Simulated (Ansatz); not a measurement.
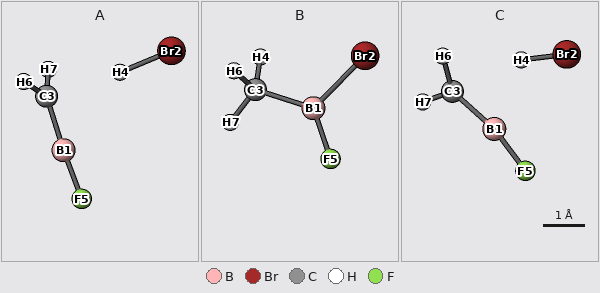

3 geometries from a converged minimum-energy path of CH₃BBrF, shuffled. Style: ball-and-stick. Shown at a tilt.

The calculation used RKS PBE0/def2-SVP in Ansatz. Set-up: 5 movable images; climbing image; force threshold 0.05 eV/Å; iteration limit 60; starting path through a guess of the saddle point.

Which frame is the top of the path?

C. In order along the path, whose images run from 0 to 6: B (image 1, +0.7 kJ/mol), C (image 4, +337.6 kJ/mol), A (image 6, +320.2 kJ/mol). Breaking: B1–Br2 (1.92 → 2.69 at the top → 3.84 Å), C3–H4 (1.10 → 1.86 at the top → 2.03 Å). Forming: Br2–H4 (3.15 → 1.53 at the top → 1.47 Å).

Cost: 6 min on 2 threads of Arm Neoverse N1, with other jobs on the host, peak memory 0.2 GiB.
